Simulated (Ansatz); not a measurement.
NaLaMnMoO6

The calculation's input:

```
crystal:
  lattice:
    - [5.55735, 0.0, 0.0]
    - [0.0, 5.59794, 0.0]
    - [-0.06214, 0.0, 8.02462]
  atoms:
    - { symbol: Na, position: [0.75008, 0.51572, 0.49924] }
    - { symbol: Na, position: [0.24992, 0.01572, 0.50076] }
    - { symbol: La, position: [0.25715, 0.95896, 0.99937] }
    - { symbol: La, position: [0.74285, 0.45896, 0.00063] }
    - { symbol: Mn, position: [0.24767, 0.48762, 0.25607], spin: 4.0 }
    - { symbol: Mn, position: [0.75233, 0.98762, 0.74393], spin: 4.0 }
    - { symbol: Mo, position: [0.75559, 0.99666, 0.2709], spin: 1.0 }
    - { symbol: Mo, position: [0.24441, 0.49666, 0.7291], spin: 1.0 }
    - { symbol: O, position: [0.67335, 0.9783, 0.49061] }
    - { symbol: O, position: [0.03402, 0.81017, 0.27726] }
    - { symbol: O, position: [0.93353, 0.2891, 0.28026] }
    - { symbol: O, position: [0.47817, 0.20966, 0.19922] }
    - { symbol: O, position: [0.54435, 0.73563, 0.20079] }
    - { symbol: O, position: [0.82956, 0.01818, 0.00392] }
    - { symbol: O, position: [0.32665, 0.4783, 0.50939] }
    - { symbol: O, position: [0.96598, 0.31017, 0.72274] }
    - { symbol: O, position: [0.06647, 0.7891, 0.71974] }
    - { symbol: O, position: [0.52183, 0.70966, 0.80078] }
    - { symbol: O, position: [0.45565, 0.23563, 0.79921] }
    - { symbol: O, position: [0.17044, 0.51818, 0.99608] }
hamiltonian:
  xc: pbe
  pseudopotentials: { kind: paw, level: accurate }
magnetization:
  spin_polarized: true
kpoints:
  mp_grid: { grid: [5, 5, 4] }
scf:
  occupations: { method: fermi_dirac, width: 0.05 }
output:
  forces: true
  stress: true
  eigenvalues: true
  write_density: true
  write_potential: true
  elf: true
  volumetric_format: npy
```

Launched as:

```sh
ansatz run input.yaml --threads 8 --pin off --max-ram 20480MiB --backend cpu --events-out ev --progress --plain --runs-dir out
```

Below, planes, directions and counts refer to the conventional cell (a = 5.56 Å, b = 5.60 Å, c = 8.02 Å, α = 90.00°, β = 90.44°, γ = 90.00°).

Space group P2₁; a generated structure, not necessarily the stable one; the SCF solution may not be the lowest one; the program warned that another magnetic order may lie lower; spin-polarised.

Method: Ansatz, Kohn-Sham DFT of a periodic cell, PBE, Ansatz PAW earlier set.

Core electrons are frozen (PAW), and the valence fields are smoothed inside the atomic spheres.

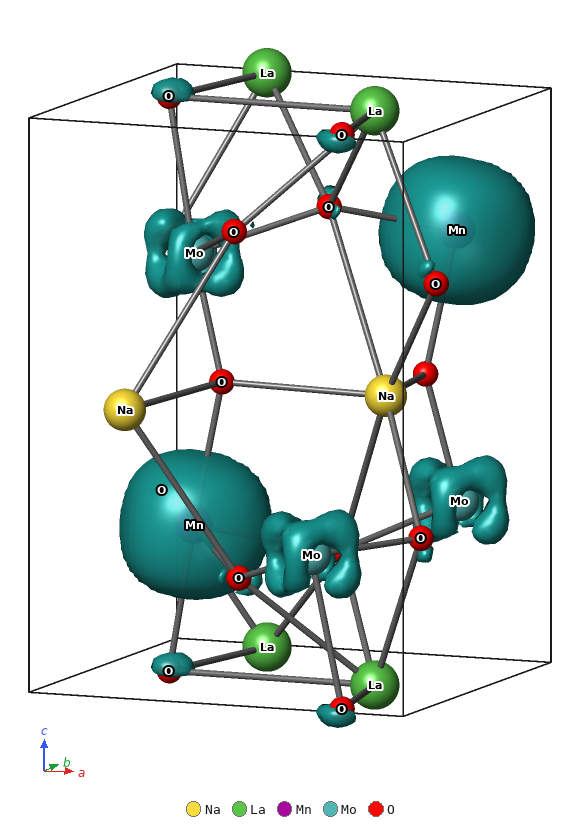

Figure 1. Isosurfaces of the spin density at +0.1 (teal) and −0.1 e/Å³ (pink), seen slightly off an axis. Sticks mark near contacts.

> Which atoms carry the moments, and with what signs?

The spin density sits on Mn: +3.8 μB (×2) in one cell of 20 atoms, with smaller moments on other sites: Mo (up to +0.19 μB) and O (up to +0.06 μB): parallel moments (a ferromagnetic arrangement) in this solution. The cell of the calculation (20 atoms) carries 10.0 μB of net spin moment. Only one sign reaches the isovalue.

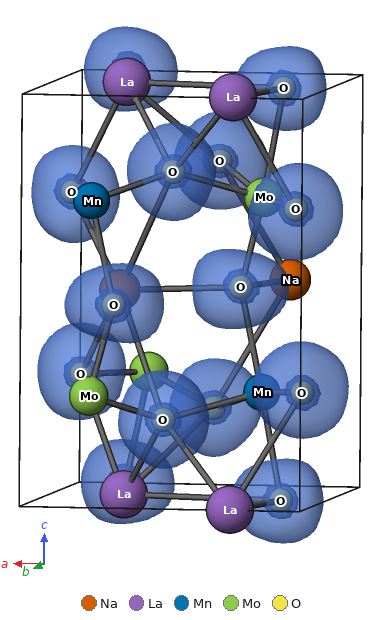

Figure 2. Isosurface of the ELF at 0.65 (blue), seen at an oblique angle. Only the valence region is drawn (cores and ρ < 0.01 e/Å³ removed). Sticks mark near contacts.

> Identify the bonds, lone pairs and shells in this picture.

The ELF exceeds this value in twelve regions wrapped around O (the valence shell of each), counted in one cell of 20 atoms. Regions shared between cells count once. Profiles from the grid: Mo–O (1.83 Å): the ELF peaks at about 0.85 in the valence shell of O, 0.5 Å from its nucleus, and drops to about 0.30 between the two atoms. Mn–O (2.07 Å): the ELF peaks at about 0.85 in the valence shell of O, 0.6 Å from its nucleus, and is about 0.15 at the midpoint; no localised pair shows between them.

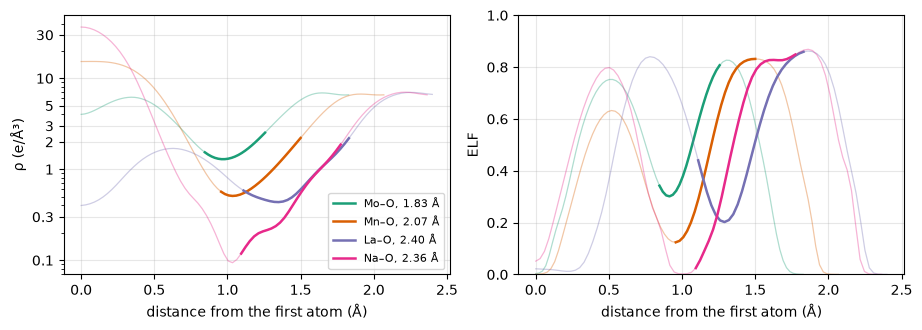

Figure 3. Valence electron density and electron localisation function along straight lines between neighbouring atoms. Thin, pale parts lie inside the atomic spheres.

> What can be read from the curves?

Mo–O (1.83 Å): ρ is about 1.3 e/Å³ halfway; the ELF peaks at about 0.85 in the valence shell of O, 0.5 Å from its nucleus, and drops to about 0.30 between the two atoms.
Mn–O (2.07 Å): ρ is about 0.51 e/Å³ halfway; the ELF peaks at about 0.85 in the valence shell of O, 0.6 Å from its nucleus, and is about 0.15 at the midpoint; no localised pair shows between them.
La–O (2.40 Å): ρ is about 0.49 e/Å³ halfway, with its minimum of 0.44 e/Å³ about 1.3 Å from La; the ELF is about 0.25 at the midpoint; a closed-shell, largely ionic contact.
Na–O (2.36 Å): ρ is about 0.18 e/Å³ halfway; the ELF is about 0.15 at the midpoint: a closed-shell, largely ionic contact.
